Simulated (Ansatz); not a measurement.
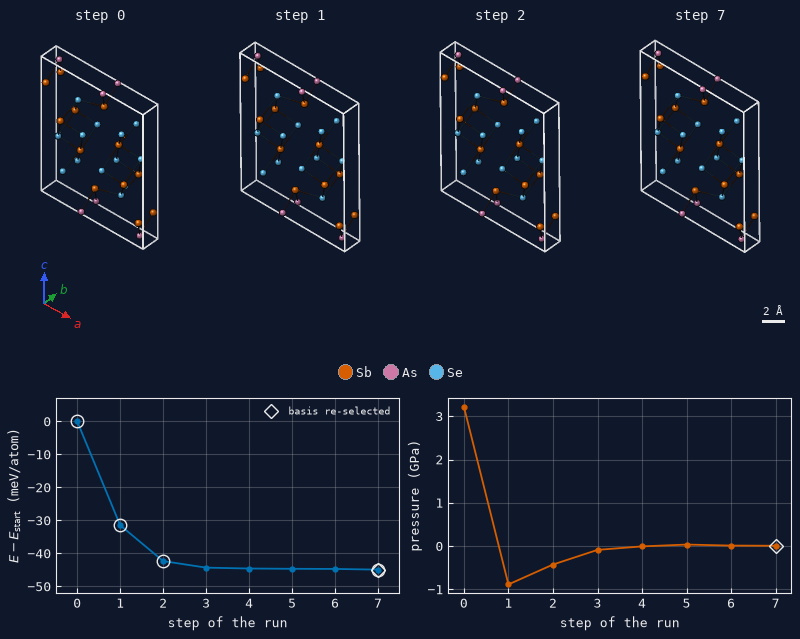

Frames of a relaxation of crystalline Sb$_{2}$AsSe$_{2}$ (a generated structure, set up in C2/m), marked on the history of the run. Style: ball-and-stick. Shown: the conventional cell (2 times the calculation's cell), slightly off an axis. Lengths and directions refer to the drawn axes.

The start is a swapped structure.

The calculation used DFT, PAW plane waves, PBE in Ansatz. Settings: plane-wave cutoff 420 eV; k-point mesh 6 × 6 × 6; occupations fermi dirac; smearing width 0.1 eV; no spin polarisation; cell and atoms relaxed; force threshold 0.03 eV/Å; at most 60 steps.

> What happens along the run?

After 6 accepted moves (7 points after the start) the energy has fallen by 44.9 meV per atom. Largest force component: 1.3 eV/Å at the start, 0.0039 eV/Å at the end. The pressure goes from 3.22 to 0.01 GPa. At 1 point the geometry stayed and the basis and grid were re-selected for the new cell (energy shift of 0.2 meV per atom at most each time). The largest moves relative to the cell, 0.18 Å, are those of Se atoms. By element the largest moves are Se 0.18 Å, Sb 0.17 Å, As 0.09 Å. The drawn cell changes as follows: a 11.053 → 11.318 Å (+2.4 %), b 4.071 → 4.086 Å (+0.4 %), c 12.842 → 13.355 Å (+4.0 %), β 115.2° → 116.6°; the volume changes by +5.7 %. Among the contacts that change: Sb–Se 2.472 → 2.609 Å, Sb–Se 2.768 → 2.871 Å, Sb–Se 3.034 → 2.971 Å, As–As 2.536 → 2.474 Å. Among the angles between lasting bonds that change: Se–Sb–Se 172.5° → 177.9°, Se–Sb–Se 87.1° → 92.1°, Sb–Se–Sb 94.7° → 90.7°. The space group stays C2/m (No. 12). From step 0 to 1: Se atoms move most (0.20 Å), volume +5.7 %, energy −31.5 meV per atom. From step 1 to 2: Sb and As atoms move most (0.10 Å), energy −10.9 meV per atom. From step 2 to 7: Se atoms move most (0.09 Å), energy −2.6 meV per atom.

```
step  E − E(0), meV/atom  largest force component, eV/Å  pressure, GPa  volume, Å³/atom                      note
   0                0.00                         1.3029           3.22           26.130                          
   1              -31.46                         0.4761          -0.88           27.609                          
   2              -42.31                         0.2196          -0.42           27.608                          
   3              -44.29                         0.0918          -0.09           27.553                          
   4              -44.56                         0.0278          -0.01           27.563                          
   5              -44.64                         0.0165           0.04           27.576                          
   6              -44.69                         0.0040           0.01           27.614                          
   7              -44.89                         0.0039           0.01           27.614  same geometry, new basis
```
